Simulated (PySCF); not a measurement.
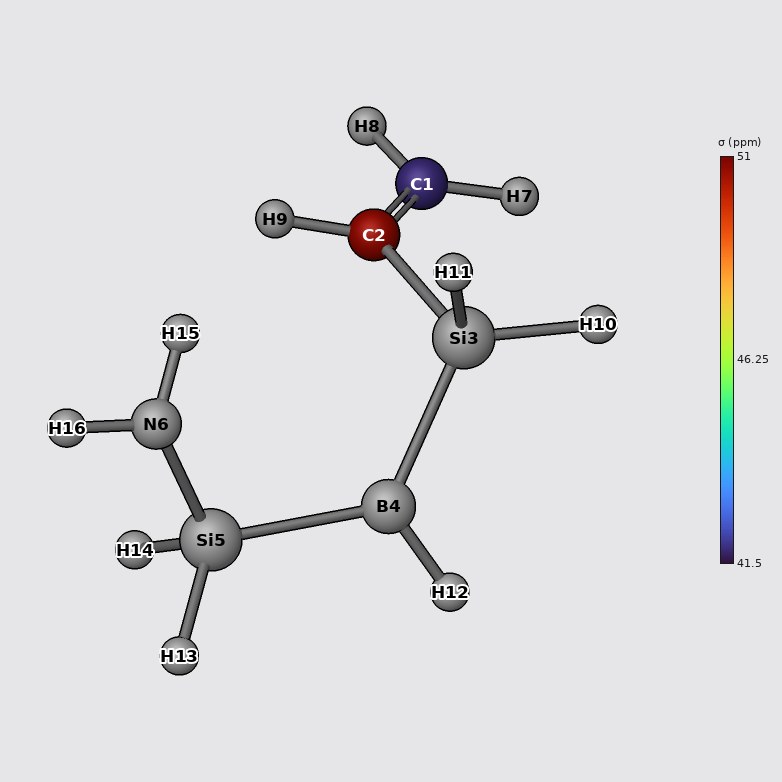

Atoms are coloured by their isotropic NMR shieldings (C only, the others grey). The geometry was computed by an optimisation with GFN2-xTB. No frequency run is at hand to confirm it as a minimum. Properties computed with GIAO PBE0/pcSseg-1 NMR shielding, non-relativistic, gas phase (PySCF 2.14.0).

List the isotropic NMR shieldings of the C atoms.

```json
{"atom": "C1", "σ (ppm)": "41.8"}
{"atom": "C2", "σ (ppm)": "50.8"}
```

The geometry is semi-empirical. Around B, Si such bond lengths and angles can be off by a tenth of an ångström or more and by several degrees, and values that hang on the shape move with them.
